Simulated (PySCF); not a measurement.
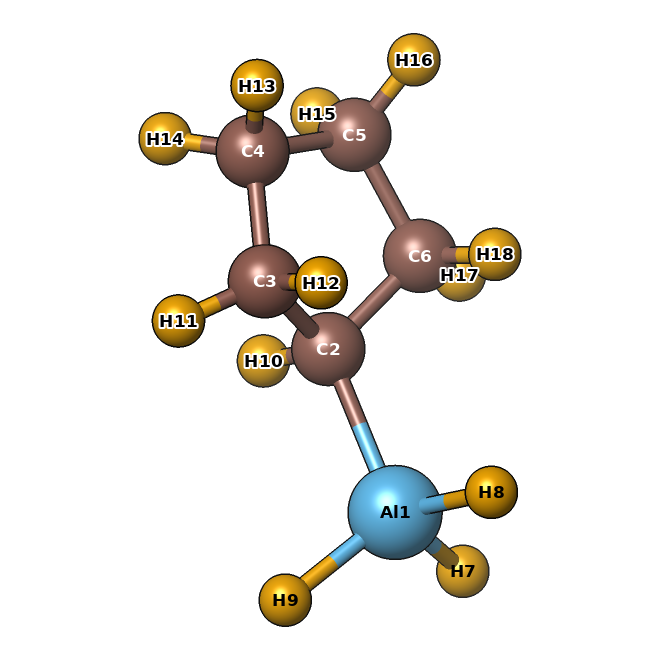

Charge −1, singlet. The computed structure is the end point of a PBE0-D3(BJ)/def2-SVP optimisation. No frequency run is at hand to confirm it as a minimum. Method: delta-SCF UKS SCAN, pcX-2 on the ionised atom, pcseg-1 elsewhere, spin-free X2C (PySCF 2.14.0).

Give the core-electron binding energies (to vacuum; p and d levels without spin–orbit splitting) of Al1 1s, Al1 2p, C2 1s, C3 1s, C4 1s.

```
atom  level  binding energy (eV)
 Al1     1s               1559.7
 Al1     2p                 73.4
  C2     1s                284.6
  C3     1s                286.1
  C4     1s                286.6
```
